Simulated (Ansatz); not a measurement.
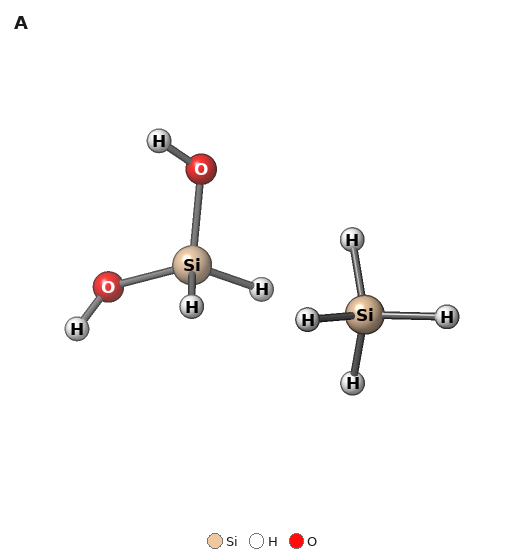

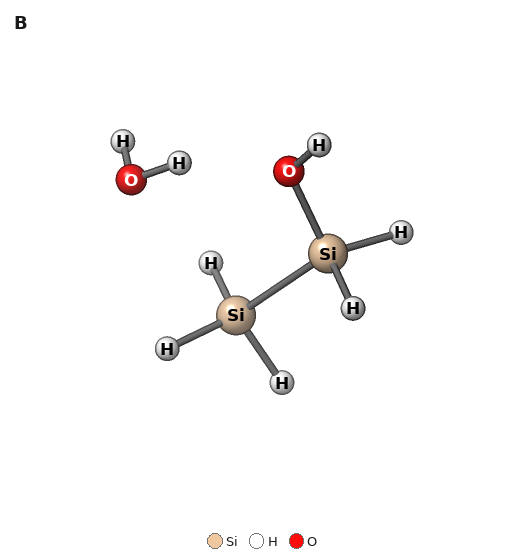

2 stationary structures of one formula. Geometries: PBE0-D4/def2-TZVP. Electronic energies: CCSD(T)/CBS (MP2 limit from def2-TZVPP and def2-QZVPP plus CCSD(T) − MP2) (Ansatz 0.2.0), without zero-point energy. Each is one conformer, not always the lowest.

Which is lowest in energy, and by how much?

Answer. A is lowest (a minimum); B lies 22.9 kcal/mol above it (a minimum).

Give E(B) − E(A) in kcal/mol at these levels too: direct RPA on PBE orbitals (frozen core)/def2-TZVPP; BLYP-D4/def2-TZVPP; RHF-CCSD(T) (frozen core)/def2-SVP; r2SCAN0-D4/def2-TZVPP; PBE0-D4/def2-SVP; B3LYP-D4/def2-TZVPP; PBE0-D4/def2-TZVPP; CAM-B3LYP-D4/def2-TZVPP.

```json
{"level": "direct RPA on PBE orbitals (frozen core)/def2-TZVPP", "E(B) − E(A) (kcal/mol)": "+23.9"}
{"level": "BLYP-D4/def2-TZVPP", "E(B) − E(A) (kcal/mol)": "+21.2"}
{"level": "RHF-CCSD(T) (frozen core)/def2-SVP", "E(B) − E(A) (kcal/mol)": "+18.9"}
{"level": "r2SCAN0-D4/def2-TZVPP", "E(B) − E(A) (kcal/mol)": "+22.5"}
{"level": "PBE0-D4/def2-SVP", "E(B) − E(A) (kcal/mol)": "+14.5"}
{"level": "B3LYP-D4/def2-TZVPP", "E(B) − E(A) (kcal/mol)": "+22.4"}
{"level": "PBE0-D4/def2-TZVPP", "E(B) − E(A) (kcal/mol)": "+19.1"}
{"level": "CAM-B3LYP-D4/def2-TZVPP", "E(B) − E(A) (kcal/mol)": "+23.8"}
```
